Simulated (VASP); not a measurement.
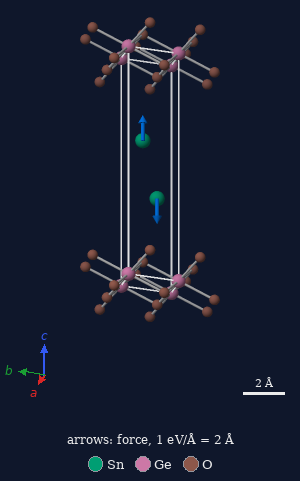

Starting geometry of a crystal of Sn₂GeO₂ (a generated structure, set up in P-3m1) with the computed forces as blue arrows. Style: ball-and-stick. Shown: the cell of the calculation, from a free direction.

The run lets cell and atoms move.

Level of theory: VASP 6.6.1, Kohn-Sham DFT of a periodic cell, PBE, VASP PAW PBE potentials, recommended.

Input file:
```
  ALGO = Normal
  EDIFF = 1E-6
  EDIFFG = -0.01
  ENCUT = 520
  GGA = PE
  IBRION = 2
  ISIF = 3
  ISMEAR = 0
  KPAR = 4
  LASPH = True
  LCHARG = False
  LREAL = False
  LWAVE = False
  NELM = 120
  NSW = 90
  PREC = Accurate
  SIGMA = 0.1
```

Command:
```bash
cat potpaw_PBE.64/Sn_d/POTCAR potpaw_PBE.64/Ge_d/POTCAR potpaw_PBE.64/O/POTCAR > POTCAR
mpirun -np 4 vasp_std > vasp.out
```

> Is this structure relaxed? If not, where do the atoms go?

It isn't relaxed: the largest force vector, on Sn atoms, is 0.65 eV/Å. The atoms end up moving mostly along the starting forces (cosine between the two patterns 1.00). The largest moves relative to the cell, 0.11 Å, are those of Sn atoms. Largest moves by element: Sn 0.11 Å, O 0.01 Å. Ge stays in place. The volume changes by −1.7 %, with a = b 3.118 → 3.088 Å (−0.9 %), c 11.571 → 11.594 Å (+0.2 %). Some distances before and after: Ge–O 2.022 → 2.014 Å. The space group stays P-3m1 (No. 164). Over 29 geometry steps the energy falls by 65.7 meV per cell of the calculation. The largest force component goes from 0.65 to 0.0076 eV/Å. Pressure: 0.10 GPa at the start and −0.03 GPa at the end. It ran on 4 threads of AMD EPYC 9R45 (Zen 5) (shared host).
